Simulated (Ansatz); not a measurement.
# Electron scattering at the Σ5 (310) boundary in fcc Ir, part 3 of 3

How much does the Σ5 (310) boundary in fcc Ir reflect electrons?

Ansatz 0.2.0; Ansatz plane-wave DFT, PBEsol, PAW files; relaxation of a bicrystal slab with its lowest layers held; PAW set soft_1 (the session's first sound run).

So far. Step 3 (Transmission across the boundary): Over the solved energies the transmission per spin lies between 2.34 and 2.41, out of 6.15 channels of the lead on average (up to 6.26). Step 4 (Specific resistance): Averaged over the energies near the Fermi level, 38.7 % of the channels pass, which makes 0.774 fΩ m².

## 5. Single-crystal slab for reference

This step: Ansatz plane-wave DFT, PBEsol, PAW files; relaxation of a single-crystal slab with its lowest layers held; PAW set soft_1 (Ansatz 0.2.0).

System of this step: Ir slab, plane (3, 1, 0). The cell holds 33 atoms: 33 Ir. Cell: a = 6.071 Å, b = 3.839 Å, c = 30.426 Å, α = 90.0°, β = 90.0°, γ = 90.0°. It derives from Ir. Vacuum lies along c.

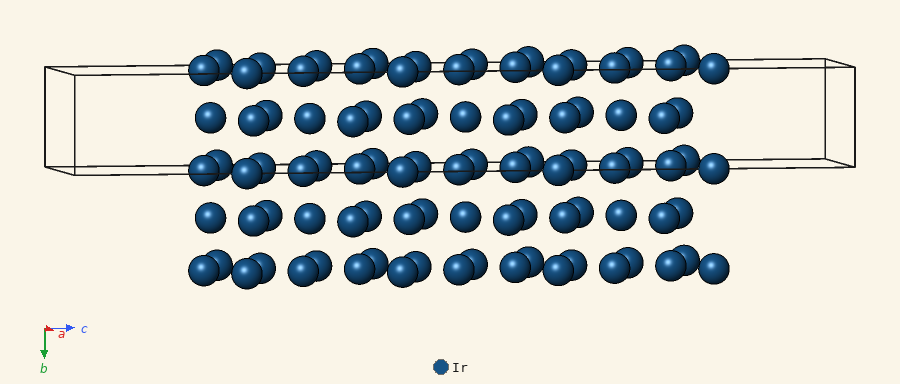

The cell of this step (iridium blue). 1×2×1 cells are drawn. Some periodic images of atoms are drawn too.

Contents of input.yaml:

```yaml
crystal:
  lattice:
    - [6.0706244242, 0.0, 0.0]
    - [0.0, 3.8394, 0.0]
    - [0.0, 0.0, 30.4259981568]
  atoms:
    - { symbol: Ir, position: [0.6000000002, 0.0, 0.1643331461] }
    - { symbol: Ir, position: [0.3000000002, 0.5, 0.1842852423] }
    - { symbol: Ir, position: [2.0e-10, 0.0, 0.2042373385] }
    - { symbol: Ir, position: [0.7000000002, 0.5, 0.2241894347] }
    - { symbol: Ir, position: [0.4000000002, 0.0, 0.2441415309] }
    - { symbol: Ir, position: [0.1000000002, 0.5, 0.2640936271] }
    - { symbol: Ir, position: [0.8000000002, 0.0, 0.2840457233] }
    - { symbol: Ir, position: [0.5000000002, 0.5, 0.3039978195] }
    - { symbol: Ir, position: [0.2000000002, 0.0, 0.3239499157] }
    - { symbol: Ir, position: [0.9000000002, 0.5, 0.3439020119] }
    - { symbol: Ir, position: [0.6000000001, 0.0, 0.3638541082] }
    - { symbol: Ir, position: [0.3000000001, 0.5, 0.3838062044] }
    - { symbol: Ir, position: [1.0e-10, 0.0, 0.4037583006] }
    - { symbol: Ir, position: [0.7000000001, 0.5, 0.4237103968] }
    - { symbol: Ir, position: [0.4000000001, 0.0, 0.443662493] }
    - { symbol: Ir, position: [0.1000000001, 0.5, 0.4636145892] }
    - { symbol: Ir, position: [0.8000000001, 0.0, 0.4835666854] }
    - { symbol: Ir, position: [0.5000000001, 0.5, 0.5035187816] }
    - { symbol: Ir, position: [0.2000000001, 0.0, 0.5234708778] }
    - { symbol: Ir, position: [0.9000000001, 0.5, 0.543422974] }
    - { symbol: Ir, position: [0.6000000001, 0.0, 0.5633750702] }
    - { symbol: Ir, position: [0.3000000001, 0.5, 0.5833271664] }
    - { symbol: Ir, position: [1.0e-10, 0.0, 0.6032792626] }
    - { symbol: Ir, position: [0.7000000001, 0.5, 0.6232313588] }
    - { symbol: Ir, position: [0.4000000001, 0.0, 0.643183455] }
    - { symbol: Ir, position: [0.1, 0.5, 0.6631355512] }
    - { symbol: Ir, position: [0.8, 0.0, 0.6830876475] }
    - { symbol: Ir, position: [0.5, 0.5, 0.7030397437] }
    - { symbol: Ir, position: [0.2, 0.0, 0.7229918399] }
    - { symbol: Ir, position: [0.9, 0.5, 0.7429439361] }
    - { symbol: Ir, position: [0.6, 0.0, 0.7628960323] }
    - { symbol: Ir, position: [0.3, 0.5, 0.7828481285] }
    - { symbol: Ir, position: [0.0, 0.0, 0.8028002247] }
kpoints:
  mp_grid: { grid: [4, 6, 1] }
hamiltonian:
  xc: pbesol
  pseudopotentials: { kind: paw, azcp: { folder: soft_1 }, xc_functional: pbe }
scf:
  occupations: { method: fermi_dirac, width: 0.1 }
relax:
  f_tol: 0.03
  max_steps: 80
  constraints: [{ sites: [0, 1, 2, 3, 4] }]
```

Run with:

```
$ ansatz run input.yaml --threads 4 --pin off --max-ram 15360MiB --backend cpu --events-out ev --progress --plain --runs-dir out
```

Numbers of over 12 decimals in the logs are rounded to 6 here.

Log:

```text
Warning: crystal.symmetry: narrowed to the stabiliser of the relax constraints — unitary ops 4 → 2; lowered at sites 0, 1, 2, 3, 4, 28, 29, 30, 31, 32 (the operations that carried what is held of a site onto what its image site leaves free; the constrained walk keeps no symmetry that its constraints do not admit)
[...]
Crystal: 33 atoms, lattice volume = 709.156 Å³
Basis set: ecut = 420 eV, 13845 PW (Γ), exchange–correlation on 90×54×432 points (8 copies of the dense FFT grid, shifted against one another)
Bands: 337, of which v1, the nominal top of the filled ones, is band 281 counted from 1 (280 counted from 0)
Symmetry: 2 space group operations
k-points: 12 of 24 (time reversal used)
[...]
SCF iter   9: F=-389404.266875 eV  HF=-389404.266888 eV  |F-HF|=1.35e-5  |Δ(HF+E_count)|=   1.50e-5  Δρ=3.42e-5  dr2=1.62e-5  ethr=4.01e-9  ⟨swp⟩=3.0  Hψ=19074  notcnv=0
SCF 1 converged in 9 iterations: F = -389404.266875 eV  dr2 = 1.62e-5
[...]
relax step   1: F+E_penalty+E_count = -389404.26687498 eV  Δ(F+E_penalty+E_count) = +0.000e0 eV  max|allowed force component| = 2.209e0 eV/Å  Δτ_max = 0.0000 Å  (9 SCF iters, dr2 threshold 2.25e-5 eV, accepted)
[...]
SCF iter   6: F=-389404.584713 eV  HF=-389404.584726 eV  |F-HF|=1.27e-5  |Δ(HF+E_count)|=   6.49e-5  Δρ=5.32e-5  dr2=3.60e-5  ethr=1.78e-8  ⟨swp⟩=3.2  Hψ=15308  notcnv=0
SCF 2 converged in 6 iterations: F = -389404.584713 eV  dr2 = 3.60e-5
[...]
relax step   2: F+E_penalty+E_count = -389404.58471327 eV  Δ(F+E_penalty+E_count) = -3.178e-1 eV  max|allowed force component| = 8.675e-1 eV/Å  Δτ_max = 0.1949 Å  (6 SCF iters, dr2 threshold 1.00e-4 eV, accepted)
[...]
SCF iter   6: F=-389404.658856 eV  HF=-389404.658865 eV  |F-HF|=9.43e-6  |Δ(HF+E_count)|=   2.72e-5  Δρ=3.65e-5  dr2=2.06e-5  ethr=8.38e-9  ⟨swp⟩=3.1  Hψ=16249  notcnv=0
SCF 3 converged in 6 iterations: F = -389404.658856 eV  dr2 = 2.06e-5
relax step   3: F+E_penalty+E_count = -389404.65885553 eV  Δ(F+E_penalty+E_count) = -7.414e-2 eV  max|allowed force component| = 1.154e-1 eV/Å  Δτ_max = 0.1509 Å  (6 SCF iters, dr2 threshold 4.70e-5 eV, accepted)
[...]
relax step   4: F+E_penalty+E_count = -389404.66265218 eV  Δ(F+E_penalty+E_count) = -3.797e-3 eV  max|allowed force component| = 4.627e-2 eV/Å  Δτ_max = 0.0232 Å  (8 SCF iters, accepted)
[...]
relax step   5: F+E_penalty+E_count = -389404.66203986 eV  Δ(F+E_penalty+E_count) = +6.123e-4 eV  max|allowed force component| = 8.664e-2 eV/Å  Δτ_max = 0.0086 Å  (6 SCF iters, rejected (line search))
SCF iter   1: F=—  HF=-389404.663839 eV  |F-HF|=—  |Δ(HF+E_count)|=         —  Δρ=3.41e-4  dr2=1.27e-3  ethr=1.82e-6  ⟨swp⟩=2.3  Hψ=7099  notcnv=0  defer=179
[...]
SCF iter   6: F=-389404.663056 eV  HF=-389404.663056 eV  |F-HF|=5.30e-9  |Δ(HF+E_count)|=   3.78e-8  Δρ=1.58e-6  dr2=3.73e-8  ethr=1.78e-11  ⟨swp⟩=5.0  Hψ=14518  notcnv=0
SCF 6 converged in 6 iterations: F = -389404.663056 eV  dr2 = 3.73e-8
relax step   6: F+E_penalty+E_count = -389404.66305592 eV  Δ(F+E_penalty+E_count) = -4.037e-4 eV  max|allowed force component| = 1.034e-2 eV/Å  Δτ_max = 0.0042 Å  (6 SCF iters, accepted)
SCF converged after 6 iterations
Free energy (F): -389404.663056 eV
[...]
Internal energy: -389403.530691 eV  (E = F + TS)
E sigma→0 (E₀):  -389404.096873 eV
Entropy (-TS):   -1.132365 eV (-34.314 meV/atom)
Fermi energy:    15.040621 eV
[...]
--- Forces (eV/Å), atoms counted from 1 ---
  atom   1  Ir    -0.42752877    -0.00000000     2.08612238
  atom   2  Ir     0.88087580    -0.00000000     0.83827538
  atom   3  Ir     0.14496440     0.00000000    -0.30259866
  atom   4  Ir    -0.24772430     0.00000000    -1.42833111
  atom   5  Ir    -0.35092374     0.00000000    -1.21195473
  atom   6  Ir    -0.00000671     0.00000000    -0.00358159
  atom   7  Ir     0.00047037    -0.00000000     0.00052887
  atom   8  Ir     0.00010898    -0.00000000     0.00152447
  atom   9  Ir     0.00039692    -0.00000000     0.00227259
  atom  10  Ir    -0.00030547     0.00000000     0.00241531
  atom  11  Ir     0.00028641    -0.00000000     0.00093073
  atom  12  Ir    -0.00055167    -0.00000000    -0.00007825
  atom  13  Ir    -0.00098705    -0.00000000     0.00052283
  atom  14  Ir    -0.00083064    -0.00000000     0.00176357
  atom  15  Ir     0.00061966    -0.00000000     0.00119899
  atom  16  Ir     0.00024637     0.00000000     0.00286452
  atom  17  Ir     0.00107144     0.00000000     0.00014836
  atom  18  Ir     0.00041570    -0.00000000    -0.00026148
  atom  19  Ir     0.00021347     0.00000000     0.00066242
  atom  20  Ir     0.00176421     0.00000000     0.00019403
  atom  21  Ir    -0.00013902     0.00000000     0.00548391
  atom  22  Ir    -0.00075998     0.00000000     0.00566483
  atom  23  Ir     0.00132212     0.00000000     0.00189190
  atom  24  Ir     0.00200935    -0.00000000     0.00213157
  atom  25  Ir    -0.00035631    -0.00000000    -0.00307826
  atom  26  Ir     0.00031023     0.00000000    -0.00371962
  atom  27  Ir     0.00219043     0.00000000    -0.00217279
  atom  28  Ir    -0.00109133     0.00000000     0.00092551
  atom  29  Ir     0.00345271    -0.00000000    -0.00242070
  atom  30  Ir    -0.01034246     0.00000000     0.01015356
  atom  31  Ir     0.00391566    -0.00000000    -0.00598272
  atom  32  Ir    -0.00323009     0.00000000     0.00201140
  atom  33  Ir     0.00015659     0.00000000    -0.00350434
  max |Σ_I F_I| component: 1.33e-5 eV/Å
--- Relaxed structure (6 steps of the walk, 5 accepted, 0 SCFs on fresh bases) ---
  F+E_penalty+E_count = -389404.66305592 eV   max|allowed force component| = 1.034e-2 eV/Å
  atoms:
    - { symbol: Ir, position: [0.600000, 0.0, 0.164333] }
    - { symbol: Ir, position: [0.300000, 0.500000, 0.184285] }
    - { symbol: Ir, position: [2.0606061412437365e-10, 0.0, 0.204237] }
    - { symbol: Ir, position: [0.700000, 0.500000, 0.224189] }
    - { symbol: Ir, position: [0.400000, 0.0, 0.244142] }
    - { symbol: Ir, position: [0.096378, 0.500000, 0.262105] }
    - { symbol: Ir, position: [0.801355, 1.2924637822994645e-18, 0.282577] }
    - { symbol: Ir, position: [0.500092, 0.500000, 0.302842] }
    - { symbol: Ir, position: [0.201113, 1.64888836342482e-18, 0.322076] }
    - { symbol: Ir, position: [0.901595, 0.500000, 0.342518] }
    - { symbol: Ir, position: [0.602210, 1.4906151329141443e-18, 0.362160] }
    - { symbol: Ir, position: [0.301736, 0.500000, 0.382114] }
    - { symbol: Ir, position: [0.00145205, 1.3552534592596585e-18, 0.402218] }
    - { symbol: Ir, position: [0.701508, 0.500000, 0.421870] }
    - { symbol: Ir, position: [0.400980, 1.8063368139501286e-18, 0.441609] }
    - { symbol: Ir, position: [0.100756, 0.500000, 0.461677] }
    - { symbol: Ir, position: [0.800186, 1.7836654946176042e-18, 0.481539] }
    - { symbol: Ir, position: [0.499624, 0.500000, 0.501369] }
    - { symbol: Ir, position: [0.199400, 1.8633859251416502e-18, 0.521353] }
    - { symbol: Ir, position: [0.899127, 0.500000, 0.541097] }
    - { symbol: Ir, position: [0.599367, 2.3338906337567487e-18, 0.560722] }
    - { symbol: Ir, position: [0.298317, 0.500000, 0.581031] }
    - { symbol: Ir, position: [-0.00196393, 2.080261472144427e-18, 0.600915] }
    - { symbol: Ir, position: [0.699216, 0.500000, 0.620384] }
    - { symbol: Ir, position: [0.399633, 2.093184373691058e-18, 0.640804] }
    - { symbol: Ir, position: [0.099040, 0.500000, 0.660407] }
    - { symbol: Ir, position: [0.798928, 2.4549280181118405e-18, 0.680297] }
    - { symbol: Ir, position: [0.504743, 0.500000, 0.700137] }
    - { symbol: Ir, position: [0.203629, 3.2320174158325363e-18, 0.719318] }
    - { symbol: Ir, position: [0.895357, 0.500000, 0.741147] }
    - { symbol: Ir, position: [0.597224, 3.571927718934483e-18, 0.758836] }
    - { symbol: Ir, position: [0.292116, 0.500000, 0.776072] }
    - { symbol: Ir, position: [0.0015968, 7.958793487387444e-18, 0.793754] }
```

Run time: 11 min. Hardware: 4 threads of Arm Neoverse V1, shared host; peak memory 4.9 GiB; 42 min of CPU time.

Relaxation path:

```csv
step,energy less that of the first step (eV),largest force component (eV/Å)
1,0.0000,2.2089
2,-0.3178,0.8675
3,-0.3920,0.1154
4,-0.3958,0.0463
5,-0.3952,0.0866
6,-0.3962,0.0103
```

Relaxation step 5 was tried and not accepted.

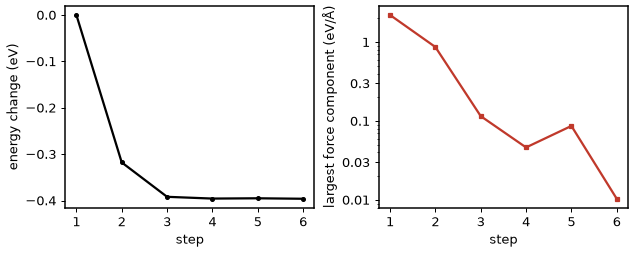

Energy and largest force along the relaxation.

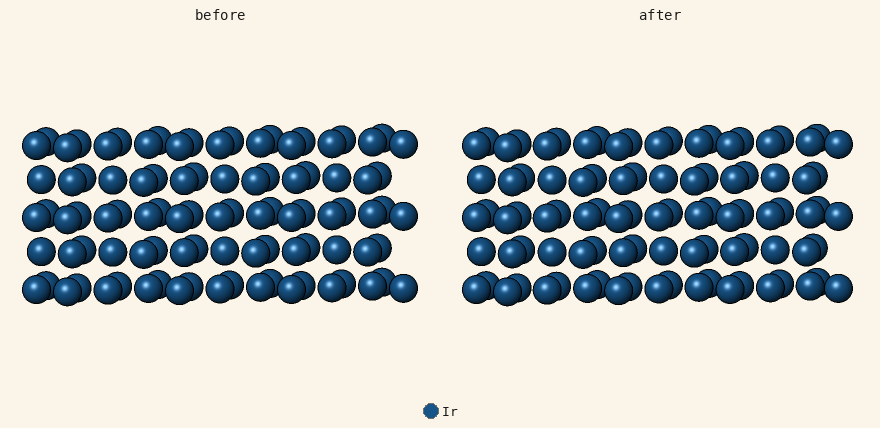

The structure before and after the relaxation, drawn at the same scale.

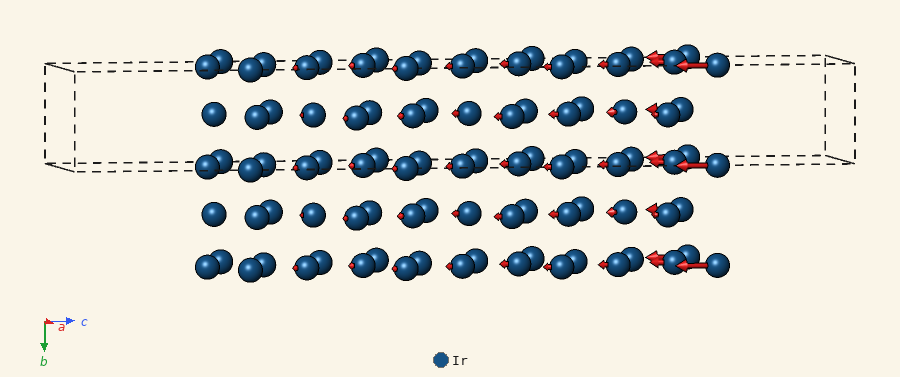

Displacements in the relaxation, exaggerated; the longest in the cell stands for 0.28 Å. 1×2×1 cells are drawn. Some periodic images of atoms are drawn too.

The atoms that moved most (Å):

```csv
atom,dx,dy,dz,length
Ir33,0.010,0.000,-0.275,0.275
Ir32,-0.048,0.000,-0.206,0.212
Ir31,-0.017,0.000,-0.124,0.125
Ir29,0.022,0.000,-0.112,0.114
Ir28,0.029,0.000,-0.088,0.093
Ir24,-0.005,0.000,-0.087,0.087
Ir27,-0.007,0.000,-0.085,0.085
Ir26,-0.006,0.000,-0.083,0.083
```

The relaxed structure:

```cif
data_structure
_symmetry_space_group_name_H-M 'P 1'
_symmetry_Int_Tables_number 1
_cell_length_a 6.0706
_cell_length_b 3.8394
_cell_length_c 30.4260
_cell_angle_alpha 90.000
_cell_angle_beta 90.000
_cell_angle_gamma 90.000
_cell_volume 709.16
loop_
_atom_site_label
_atom_site_type_symbol
_atom_site_fract_x
_atom_site_fract_y
_atom_site_fract_z
_atom_site_occupancy
Ir1 Ir 0.60000 0.00000 0.16433 1
Ir2 Ir 0.30000 0.50000 0.18429 1
Ir3 Ir 0.00000 0.00000 0.20424 1
Ir4 Ir 0.70000 0.50000 0.22419 1
Ir5 Ir 0.40000 0.00000 0.24414 1
Ir6 Ir 0.09638 0.50000 0.26210 1
Ir7 Ir 0.80135 0.00000 0.28258 1
Ir8 Ir 0.50009 0.50000 0.30284 1
Ir9 Ir 0.20111 0.00000 0.32208 1
Ir10 Ir 0.90160 0.50000 0.34252 1
Ir11 Ir 0.60221 0.00000 0.36216 1
Ir12 Ir 0.30174 0.50000 0.38211 1
Ir13 Ir 0.00145 0.00000 0.40222 1
Ir14 Ir 0.70151 0.50000 0.42187 1
Ir15 Ir 0.40098 0.00000 0.44161 1
Ir16 Ir 0.10076 0.50000 0.46168 1
Ir17 Ir 0.80019 0.00000 0.48154 1
Ir18 Ir 0.49962 0.50000 0.50137 1
Ir19 Ir 0.19940 0.00000 0.52135 1
Ir20 Ir 0.89913 0.50000 0.54110 1
Ir21 Ir 0.59937 0.00000 0.56072 1
Ir22 Ir 0.29832 0.50000 0.58103 1
Ir23 Ir 0.99804 0.00000 0.60091 1
Ir24 Ir 0.69922 0.50000 0.62038 1
Ir25 Ir 0.39963 0.00000 0.64080 1
Ir26 Ir 0.09904 0.50000 0.66041 1
Ir27 Ir 0.79893 0.00000 0.68030 1
Ir28 Ir 0.50474 0.50000 0.70014 1
Ir29 Ir 0.20363 0.00000 0.71932 1
Ir30 Ir 0.89536 0.50000 0.74115 1
Ir31 Ir 0.59722 0.00000 0.75884 1
Ir32 Ir 0.29212 0.50000 0.77607 1
Ir33 Ir 0.00160 0.00000 0.79375 1
```

Numbers from this step:

```
free energy             : -389404.6631 eV
energy at zero smearing : -389404.0969 eV
Fermi energy            : 15.04 eV
```

The largest force component on a free atom ends at 0.010 eV/Å, under the tolerance of 0.03, after 6 steps.

## 6. Bulk reference

This step: Ansatz plane-wave DFT, PBEsol, PAW files; bulk reference; PAW set soft_1 (Ansatz 0.2.0).

System of this step: Ir. Symmetry: Fm-3m, No. 225, cubic system. Conventional cell: a = 3.839 Å, b = 3.839 Å, c = 3.839 Å, α = 90.00°, β = 90.00°, γ = 90.00°. Nearest to Ir lie 12 Ir at 2.71 Å.

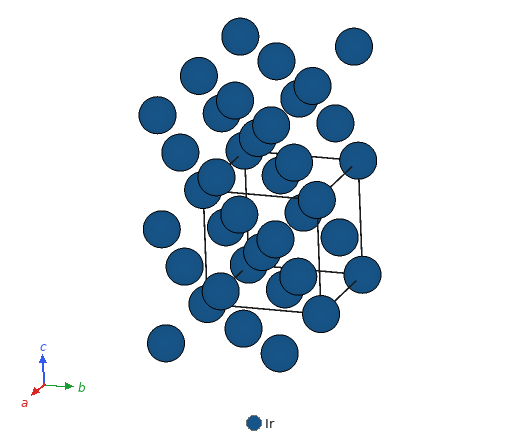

The cell of this step (iridium blue). 2×1×2 conventional cells are drawn. Some periodic images of atoms are drawn too.

input.yaml, the sections that differ from step 5:

```yaml
crystal:
  lattice:
    - [0.0, 1.9197, 1.9197]
    - [1.9197, 0.0, 1.9197]
    - [1.9197, 1.9197, 0.0]
  atoms:
    - { symbol: Ir, position: [0.0, 0.0, 0.0] }
kpoints:
  mp_grid: { grid: [19, 19, 19] }
# hamiltonian, scf: as in step 5
# relax: removed
```

Log:

```text
[...]
Crystal: 1 atoms, lattice volume = 14.149 Å³
Basis set: ecut = 420 eV, 283 PW (Γ)
Bands: 13, of which v1, the nominal top of the filled ones, is band 9 counted from 1 (8 counted from 0)
Symmetry: 48 space group operations
[...]
k-points: 220 of 6859
[...]
SCF iter   1: F=—  HF=-11800.560611 eV  |F-HF|=—  |Δ(HF+E_count)|=         —  Δρ=5.24e-2  dr2=2.93e-1  ethr=3.10e-3  ⟨swp⟩=5.0  Hψ=14654  notcnv=0
[...]
SCF iter   6: F=-11800.454749 eV  HF=-11800.454749 eV  |F-HF|=3.58e-10  |Δ(HF+E_count)|=   1.89e-8  Δρ=2.61e-6  dr2=4.93e-10  ethr=3.88e-10  ⟨swp⟩=1.0  Hψ=8618  notcnv=0
SCF 1 converged in 6 iterations: F = -11800.454749 eV  dr2 = 4.93e-10
[...]
SCF converged after 6 iterations
Free energy (F): -11800.454749 eV
[...]
Internal energy: -11800.420049 eV  (E = F + TS)
E sigma→0 (E₀):  -11800.437399 eV
Entropy (-TS):   -0.034700 eV (-34.700 meV/atom)
Fermi energy:    25.608086 eV
[...]
```

It took 0.7 s on 4 threads; peak memory 0.28 GiB; 2.1 s of CPU time.

This step gave:

- free energy: -11800.4547 eV
- energy at zero smearing: -11800.4374 eV
- Fermi energy: 25.61 eV

## 7. Boundary energy

This step: Ansatz plane-wave DFT, PBEsol, PAW files; bicrystal less single-crystal slab less bulk atoms, a boundary area; PAW set soft_1 (Ansatz 0.2.0).

This step gave:

| Item | Value |
| --- | --- |
| excess energy of the cell | 2.704 eV |
| boundary energy | 1.859 J/m² |

The boundary costs 1.9 J/m².

By hand: 2.70 eV / 23.31 Å² × 16.02 = 1.86 J/m².

## 8. Results

```
specific resistance of the boundary : 0.774 fΩ m²
share of channels that pass         : 0.387
boundary energy                     : 1.86 J/m²
```

What this shows: The boundary has a specific resistance of 0.77 fΩ m² and an energy of 1.9 J/m². The boundary reflects 61 % of the channels; 0.77 fΩ m² is 7.7×10⁻¹² Ω·cm². In the relaxation the upper grain slid sideways by about 0.7 Å, so the result belongs to the position that it found, not to the starting one. One starting structure was relaxed; another shift or atom count at the boundary may lie lower. Spin-orbit coupling is left out, which matters for Ir.

[Logs are printed without paths, hosts, clocks, repeated set-up lines and the standing remarks that a program may print on its own settings, such as how far it seeks lower states.]

[Hosts, paths, dates, database ids (printed as entryN), source tags and the programs' standing remarks are cut or masked in the printed files.]
